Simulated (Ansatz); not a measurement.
# C2H5ClSi: the cost of one run

Computed with Ansatz 0.2.0, driven from Python. Level of theory: r2SCAN0/def2-SVP.

### 1 The system

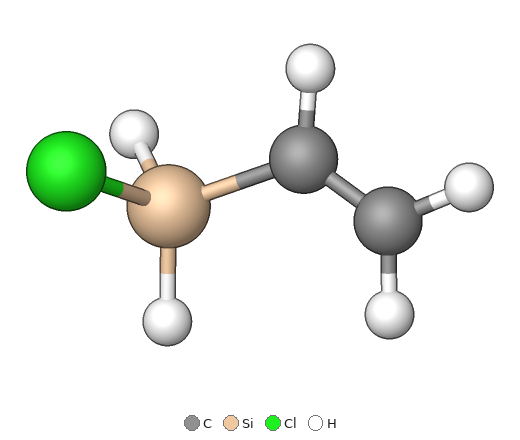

The starting structure, viewed from a chosen angle; carbon grey, silicon light orange, chlorine green, hydrogen white.

No structure file is read: the coordinates are typed or built in the script.

### 2 The script

c2h5clsi.py reads:

```python
import warnings

import ansatz as az
import numpy as np

config = {
    'basis': 'def2-SVP',
    'xc': 'r2scan0',
}


def main() -> None:
    warnings.simplefilter('ignore', az.DeckWarning)

    c2h5clsi = (
        az.Crystal.molecule()
        .atom('C', [0.4745, 1.3094, -0.695])
        .atom('C', [0.4019, 0.4445, 0.2787])
        .atom('Si', [-0.6774, -1.0457, 0.3628])
        .atom('Cl', [0.7762, -2.5618, 0.1656])
        .atom('H', [-0.2086, 1.2734, -1.6026])
        .atom('H', [1.0999, 2.2216, -0.6603])
        .atom('H', [1.095, 0.5715, 1.1339])
        .atom('H', [-1.2564, -1.1552, 1.6975])
        .atom('H', [-1.6167, -1.1039, -0.6977])
    )

    symbols = [site.symbol for site in c2h5clsi.cartesian_sites]
    start = np.array([site.position_ang for site in c2h5clsi.cartesian_sites])
    axis = (start[5] - start[0]) / np.linalg.norm(start[5] - start[0])
    moving = [5]
    lengths, energies = [0.974, 1.018, 1.062, 1.107, 1.151, 1.195, 1.239, 1.306], []
    for length in lengths:
        xyz = start.copy()
        xyz[moving] += (length - np.linalg.norm(start[5] - start[0])) * axis
        point = az.Crystal.molecule()
        for symbol, xyz in zip(symbols, xyz):
            point = point.atom(symbol, xyz.tolist())
        calculation = (
            point.calculation()
            .basis(gaussian=config['basis'])
            .functional(config['xc'])
        )
        rep = calculation.run(threads=1).report
        energies.append(rep['free_energy_ev'])
        print(f'r = {length:6.3f} A  E = {energies[-1]:.5f} eV  <S^2> = {abs(rep["mean_field"]["state"]["spin_squared"]):.3f}')

    fit = np.polynomial.Polynomial.fit(lengths, np.array(energies) - min(energies), 4).convert()
    roots = [r.real for r in fit.deriv().roots() if abs(r.imag) < 1e-9 and fit.deriv(2)(r.real) > 0]
    r_e = min(roots, key=lambda r: abs(r - lengths[int(np.argmin(energies))]))
    print(f'minimum of the fit at {r_e:.4f} A, force constant {fit.deriv(2)(r_e):.2f} eV/A^2')


if __name__ == '__main__':
    main()
```

### 3 The calls as engine input

The engine receives this input (first run):

```yaml
crystal:
  periodic: [false, false, false]
  atoms:
    - { symbol: C, position_ang: [0.4745, 1.3094, -0.695] }
    - { symbol: C, position_ang: [0.4019, 0.4445, 0.2787] }
    - { symbol: Si, position_ang: [-0.6774, -1.0457, 0.3628] }
    - { symbol: Cl, position_ang: [0.7762, -2.5618, 0.1656] }
    - { symbol: H, position_ang: [-0.2086, 1.2734, -1.6026] }
    - { symbol: H, position_ang: [1.0249887122021053, 2.1123354065730098, -0.6644564145931995] }
    - { symbol: H, position_ang: [1.095, 0.5715, 1.1339] }
    - { symbol: H, position_ang: [-1.2564, -1.1552, 1.6975] }
    - { symbol: H, position_ang: [-1.6167, -1.1039, -0.6977] }
basis:
  gaussian:
    orbitals: def2-SVP
hamiltonian:
  xc: r2scan0
```

### 4 Launch

On the command line:

```sh
python c2h5clsi.py
```

What time and memory should one allow on 1 thread of AMD EPYC 7R43 (Zen 3), shared host?

About 56 s, with a peak of 0.25 GiB.
